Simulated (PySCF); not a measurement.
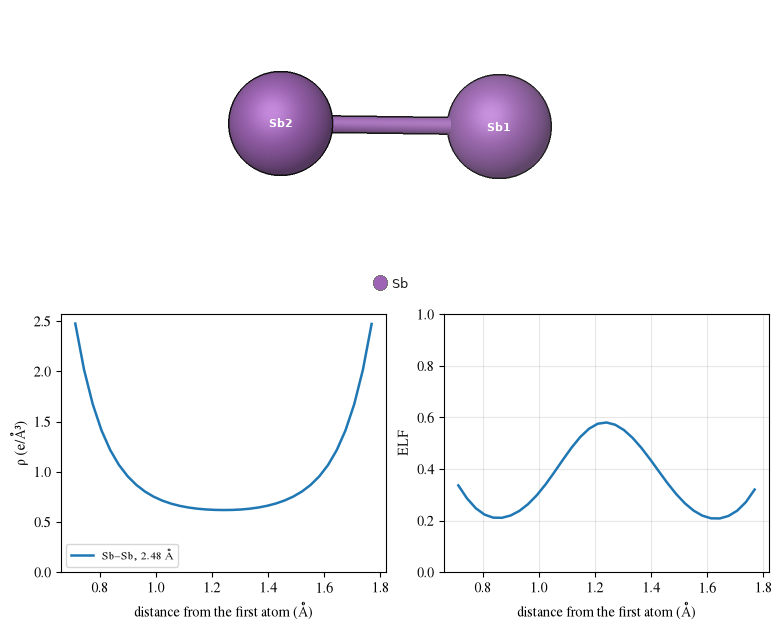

The picture shows: Sb₂. Total electron density and electron localisation function along straight lines between neighbouring atoms. The curves leave out the atomic cores. The structure is drawn too.

Level of theory: PBE0/x2c-TZVPPall, spin-free X2C-1e, Gaussian nucleus, at a bond length of 2.482 Å (PySCF).

What can be read from the curves?

Answer. Sb–Sb (2.48 Å): the density is about 0.62 e/Å³ at the midpoint; the ELF reaches about 0.60 near the midpoint.
